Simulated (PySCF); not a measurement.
**One shape, several levels: CH6Ge (methyl germane)**

Aim: a comparison of 6 runs (BHLYP/def2-SVPD, BLYP/def2-SVPD, CAM-B3LYP/def2-SVPD, M06-L/def2-SVPD, PBE0/def2-SVPD, TPSS/def2-SVPD) of CH6Ge (methyl germane). 

The results are computed with PySCF 2.14.0.

### 1 The system as given

The species is CH6Ge (8 atoms), meant as a singlet with charge 0. SMILES: `[CH3][GeH3]`. Geometry: relaxed at PBE0-D4/def2-TZVP.

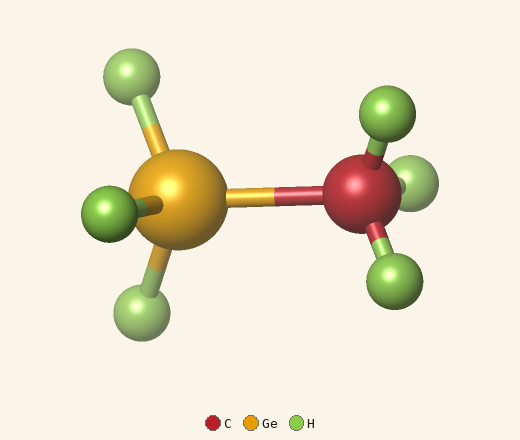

Viewed from a chosen angle; carbon red, germanium amber, hydrogen green.

### 2 The energy at BHLYP/def2-SVPD (run 1)

calc.py reads:

```python
from pyscf import gto, dft

system = gto.M(
    atom='''
C       -0.310900       0.190300      -0.971400
Ge       0.296900      -0.181900       0.846700
H       -1.380100       0.404200      -0.976500
H        0.218800       1.052200      -1.378400
H       -0.124600      -0.669400      -1.616000
H        0.030700       1.028200       1.760100
H        1.807100      -0.479600       0.857700
H       -0.445700      -1.401200       1.422100
''',
    max_memory=1860,
    charge=0,
    verbose=3,
    basis='def2-svpd',
)

ks = dft.RKS(system)
ks.xc = 'bhandhlyp'
ks.grids.level = 5
ks.conv_tol = 1e-10
ks.kernel()
if not ks.converged:
    ks = ks.newton().run(ks.mo_coeff, ks.mo_occ)

e_tot = ks.e_tot
print(f'total energy: {e_tot:.8f} hartree')
```

Started as:

```console
$ OMP_NUM_THREADS=1 python calc.py
```

Log:

```text
converged SCF energy = -2118.36944150896
total energy: -2118.36944151 hartree
```

It took 19 s on 1 thread of Arm Neoverse V1, shared host; peak memory 0.55 GiB.

### 3 A single-point energy at BLYP/def2-SVPD (run 2)

input.py reads:

```python
# [CH3][GeH3]
from pyscf import gto, dft

mol = gto.Mole()
mol.atom = '''
C   -0.310900   0.190300  -0.971400
Ge   0.296900  -0.181900   0.846700
H   -1.380100   0.404200  -0.976500
H    0.218800   1.052200  -1.378400
H   -0.124600  -0.669400  -1.616000
H    0.030700   1.028200   1.760100
H    1.807100  -0.479600   0.857700
H   -0.445700  -1.401200   1.422100
'''
mol.basis = 'def2-svpd'
mol.verbose = 3
mol.spin = 0
mol.max_memory = 1860
mol.charge = 0
mol.build()

myscf = dft.RKS(mol)
myscf.xc = 'blyp'
myscf.conv_tol = 1e-10
myscf.grids.level = 5
myscf.kernel()
if not myscf.converged:
    myscf = myscf.newton().run(myscf.mo_coeff, myscf.mo_occ)

etot = myscf.e_tot
print('Final energy', etot)
```

Started as:

```console
$ OMP_NUM_THREADS=1 python input.py
```

Log:

```text
converged SCF energy = -2118.43209277297
Final energy -2118.4320927729673
```

It took 19 s on 1 thread of Arm Neoverse V1, shared host; peak memory 0.55 GiB.

Run 3 isn't shown in full; the table further down has it.

### 4 A single-point energy at M06-L/def2-SVPD (run 4)

calc.py reads:

```python
from pyscf import gto, dft

molecule = gto.Mole()
molecule.atom = '''
C     -0.310900     0.190300    -0.971400
Ge     0.296900    -0.181900     0.846700
H     -1.380100     0.404200    -0.976500
H      0.218800     1.052200    -1.378400
H     -0.124600    -0.669400    -1.616000
H      0.030700     1.028200     1.760100
H      1.807100    -0.479600     0.857700
H     -0.445700    -1.401200     1.422100
'''
molecule.charge = 0
molecule.max_memory = 1860
molecule.basis = 'def2-svpd'
molecule.verbose = 3
molecule.build()

myscf = dft.RKS(molecule, xc='m06-l')
myscf.conv_tol = 1e-10
myscf.grids.level = 5
myscf.kernel()
if not myscf.converged:
    myscf = myscf.newton().run(myscf.mo_coeff, myscf.mo_occ)

energy = myscf.e_tot
print('E = %.10f Eh' % energy)
```

Started as:

```console
$ OMP_NUM_THREADS=1 python calc.py
```

Log:

```text
converged SCF energy = -2118.35722389482
E = -2118.3572238948 Eh
```

It took 41 s on 1 thread of Arm Neoverse V1, shared host; peak memory 0.61 GiB.

Run 5 isn't shown in full; the table further down has it.

### 5 A single-point energy at TPSS/def2-SVPD (run 6)

input.py reads:

```python
# [CH3][GeH3]
from pyscf import gto, dft

molecule = gto.Mole()
molecule.atom = [
    ('C', (-0.310900, 0.190300, -0.971400)),
    ('Ge', (0.296900, -0.181900, 0.846700)),
    ('H', (-1.380100, 0.404200, -0.976500)),
    ('H', (0.218800, 1.052200, -1.378400)),
    ('H', (-0.124600, -0.669400, -1.616000)),
    ('H', (0.030700, 1.028200, 1.760100)),
    ('H', (1.807100, -0.479600, 0.857700)),
    ('H', (-0.445700, -1.401200, 1.422100)),
]
molecule.basis = 'def2-svpd'
molecule.max_memory = 1860
molecule.verbose = 3
molecule.build()

ks = dft.RKS(molecule)
ks.xc = 'tpss'
ks.grids.level = 5
ks.conv_tol = 1e-10
ks.kernel()
if not ks.converged:
    ks = ks.newton().run(ks.mo_coeff, ks.mo_occ)

e_tot = ks.e_tot
print(f'total energy: {e_tot:.8f} hartree')
```

Started as:

```console
$ OMP_NUM_THREADS=1 python input.py
```

Log:

```text
converged SCF energy = -2118.41278507776
total energy: -2118.41278508 hartree
```

Run time: 42 s. Hardware: 1 thread of Arm Neoverse V1, shared host; peak memory 0.61 GiB.

### 6 The series

| run | level | energy (Eh) | dipole moment (D) | HOMO energy (eV) | LUMO energy (eV) | wall time |
| --- | --- | --- | --- | --- | --- | --- |
| 1 | BHLYP/def2-SVPD | -2118.369442 | 0.68 | -10.11 | 0.85 | 19 s |
| 2 | BLYP/def2-SVPD | -2118.432093 | 0.73 | -7.57 | -0.29 | 19 s |
| 3 | CAM-B3LYP/def2-SVPD | -2118.510750 | 0.67 | -10.32 | 0.99 | 29 s |
| 4 | M06-L/def2-SVPD | -2118.357224 | 0.63 | -7.79 | 0.53 | 41 s |
| 5 | PBE0/def2-SVPD | -2118.103783 | 0.70 | -8.96 | 0.38 | 19 s |
| 6 | TPSS/def2-SVPD | -2118.412785 | 0.74 | -7.80 | -0.08 | 42 s |

### 7 Summary of results

| quantity | value |
| --- | --- |
| run 6: total energy | -2118.41279 Eh |
| run 6: dipole moment | 0.74 D |
| run 6: HOMO energy | -7.80 eV |
| run 6: LUMO energy | -0.08 eV |
| run 6: HOMO–LUMO gap | 7.71 eV |

What this shows: The dipole moment (its size) runs from 0.63 D (M06-L/def2-SVPD) to 0.74 D (TPSS/def2-SVPD). The HOMO–LUMO gap runs from 7.28 eV (BLYP/def2-SVPD) to 11.31 eV (CAM-B3LYP/def2-SVPD). Totals of different functionals can't be ranked against each other. All runs together took 2.8 min, the longest 42 s.
